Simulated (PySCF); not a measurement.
**One shape, several levels: C2H4BCl (SMILES C=CBCl)**

We compute a comparison of 6 runs (BHLYP/def2-SVPD, CAM-B3LYP/def2-SVPD, PBE/def2-SVPD, PBE0/def2-SVPD, TPSS/def2-SVPD, CCSD(T)/def2-SVPD) of C2H4BCl. The job is set up through a Python script.

The results are computed with PySCF 2.14.0.

1 further run of the same task is left out (set aside as unsound or not needed). Runs told in other sessions of the task aren't counted.

## (1) The structure to begin with

C2H4BCl: 8 atoms, total charge 0, spin state singlet. SMILES: `C=CBCl`. Geometry: relaxed at PBE0-D4/def2-TZVP. This is one conformer, not always the lowest.

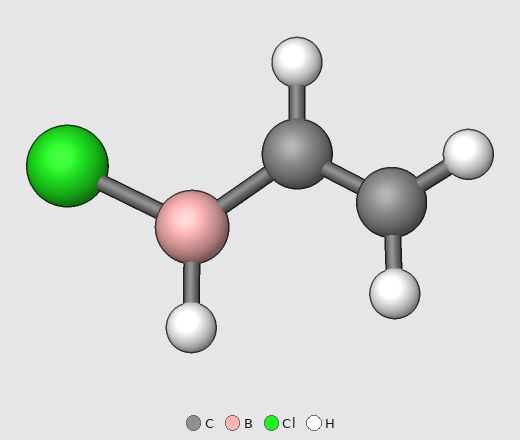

Viewed from a chosen angle; carbon grey, boron pink, chlorine green, hydrogen white.

## (2) A single-point energy at BHLYP/def2-SVPD (run 1)

File calc.py:

```python
from pyscf import gto, dft

mol = gto.M(
    atom='''
C    0.357400   1.219900  -0.260000
C    0.353800   0.057700   0.401100
B   -0.528600  -1.094400  -0.086400
Cl  -0.555100  -2.627600   0.756600
H   -0.259700   1.360400  -1.142800
H    0.965100   2.067000   0.044900
H    0.984000  -0.048700   1.281300
H   -1.225000  -0.991500  -1.050400
''',
    basis='def2-svpd',
    spin=0,
    max_memory=1860,
    verbose=3,
    charge=0,
)

ks = dft.RKS(mol)
ks.xc = 'bhandhlyp'
ks.grids.level = 5
ks.conv_tol = 1e-10
ks.kernel()
if not ks.converged:
    ks = ks.newton().run(ks.mo_coeff, ks.mo_occ)

e_tot = ks.e_tot
print('E = %.10f Eh' % e_tot)
```

Run with:

```bash
$ OMP_NUM_THREADS=1 python calc.py
```

The program printed:

```text
converged SCF energy = -563.41108236456
E = -563.4110823646 Eh
```

Run time: 27 s. Hardware: 1 thread of Arm Neoverse V1, shared host; peak memory 0.65 GiB.

## (3) A single-point energy at CAM-B3LYP/def2-SVPD (run 2)

File mol.xyz:

```xyz
8

C      0.357400     1.219900    -0.260000
C      0.353800     0.057700     0.401100
B     -0.528600    -1.094400    -0.086400
Cl    -0.555100    -2.627600     0.756600
H     -0.259700     1.360400    -1.142800
H      0.965100     2.067000     0.044900
H      0.984000    -0.048700     1.281300
H     -1.225000    -0.991500    -1.050400
```

File calc.py:

```python
from pyscf import gto, dft

mol = gto.M(
    atom='mol.xyz',
    spin=0,
    max_memory=1860,
    verbose=3,
    basis='def2-svpd',
    charge=0,
)

mf = dft.RKS(mol, xc='cam-b3lyp')
mf.conv_tol = 1e-10
mf.grids.level = 5
mf.kernel()
if not mf.converged:
    mf = mf.newton().run(mf.mo_coeff, mf.mo_occ)

e_final = mf.e_tot
print('E = %.10f Eh' % e_final)
```

Run with:

```bash
$ OMP_NUM_THREADS=1 python calc.py
```

The program printed:

```text
converged SCF energy = -563.41796330549
E = -563.4179633055 Eh
```

Run time: 42 s. Hardware: 1 thread of Arm Neoverse V1, shared host; peak memory 0.65 GiB.

Runs 3 to 5 aren't shown in full; the table further down has their settings and results.

## (4) The energy at CCSD(T)/def2-SVPD (run 6)

File job.py:

```python
# C=CBCl
from pyscf import gto, cc

mol = gto.M(
    atom=[
    ('C', (0.357400, 1.219900, -0.260000)),
    ('C', (0.353800, 0.057700, 0.401100)),
    ('B', (-0.528600, -1.094400, -0.086400)),
    ('Cl', (-0.555100, -2.627600, 0.756600)),
    ('H', (-0.259700, 1.360400, -1.142800)),
    ('H', (0.965100, 2.067000, 0.044900)),
    ('H', (0.984000, -0.048700, 1.281300)),
    ('H', (-1.225000, -0.991500, -1.050400)),
],
    verbose=3,
    basis='def2-svpd',
    spin=0,
    max_memory=1860,
)

calc0 = mol.RHF()
calc0.conv_tol = 1e-10
calc0.kernel()
if not calc0.converged:
    calc0 = calc0.newton().run(calc0.mo_coeff, calc0.mo_occ)

mycc = cc.CCSD(calc0, frozen=8)
mycc.kernel()
e_t = mycc.ccsd_t()
etot = mycc.e_tot + e_t
print('E(%s) = %.9f' % ('CCSD(T)', etot))
```

Run with:

```bash
$ OMP_NUM_THREADS=1 python job.py
```

The program printed:

```text
converged SCF energy = -562.059278513663
E(CCSD) = -562.6074065831599  E_corr = -0.548128069496876
CCSD(T) correction = -0.0200478235968783
E(CCSD(T)) = -562.627454407
```

It took 1.8 min on 1 thread of Arm Neoverse V1, shared host; peak memory 1.6 GiB.

## (5) The series

```csv
run,level,integration grid,frozen core orbitals,energy (Eh),dipole moment (D) of the reference,HOMO energy (eV),LUMO energy (eV),wall time
1,BHLYP/def2-SVPD,5,–,-563.411082,2.15,-9.47,-1.03,27 s
2,CAM-B3LYP/def2-SVPD,5,–,-563.417963,2.06,-9.85,-0.98,42 s
3,PBE/def2-SVPD,5,–,-563.129177,1.94,-7.13,-3.09,27 s
4,PBE0/def2-SVPD,5,–,-563.185990,2.06,-8.52,-2.14,27 s
5,TPSS/def2-SVPD,5,–,-563.519875,2.04,-7.28,-2.91,63 s
6,CCSD(T)/def2-SVPD,–,8,-562.627454,2.33,-10.88,1.63,1.8 min
```

## (6) Outcome

| quantity | value |
| --- | --- |
| run 6: total energy | -562.62745 Eh |
| run 6: dipole moment (Hartree–Fock density) | 2.33 D |
| run 6: HOMO energy (Hartree–Fock orbitals) | -10.88 eV |
| run 6: LUMO energy (Hartree–Fock orbitals) | 1.63 eV |
| run 6: HOMO–LUMO gap (Hartree–Fock orbitals) | 12.51 eV |
| run 6: correlation energy (8 core orbitals frozen) | -568.2 mEh |
| run 6: (T) correction | -20.05 mEh |
| run 6: T1 diagnostic | 0.012 |

In words: Over runs 1, 2, 3, 4, 5 the dipole moment (its size) runs from 1.94 D (PBE/def2-SVPD) to 2.15 D (BHLYP/def2-SVPD). Over runs 1, 2, 3, 4, 5 the HOMO–LUMO gap runs from 4.05 eV (PBE/def2-SVPD) to 8.87 eV (CAM-B3LYP/def2-SVPD). Totals of different functionals can't be ranked against each other. All runs together took 4.9 min, the longest 1.8 min.
